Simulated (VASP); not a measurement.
Band structure of Zr4CN3 (ordered alloy cell). Method: PBEsol GGA, VASP's PBE PAW potentials (set 64) (plane waves; VASP).

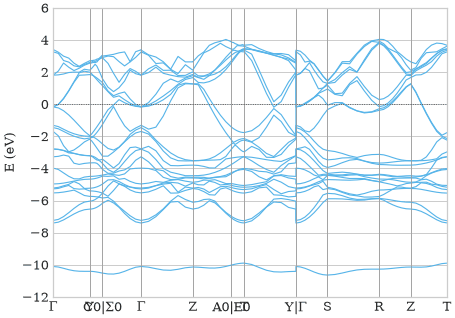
Figure. Bands along high-symmetry lines, zero at the valence-band maximum or, without a gap, the Fermi level

Task: Read the plot: is there a gap, and where are the band edges?

Result: It has no gap at this level: it comes out as a metal or semimetal. (Edges off the drawn lines would not show.)

The structure was generated: Zr4CN3 was put into an ordered model structure (Cmmm), which need not be its known phase. It was relaxed first. The electron count is odd and the run is not spin-polarised, which forces a metal.
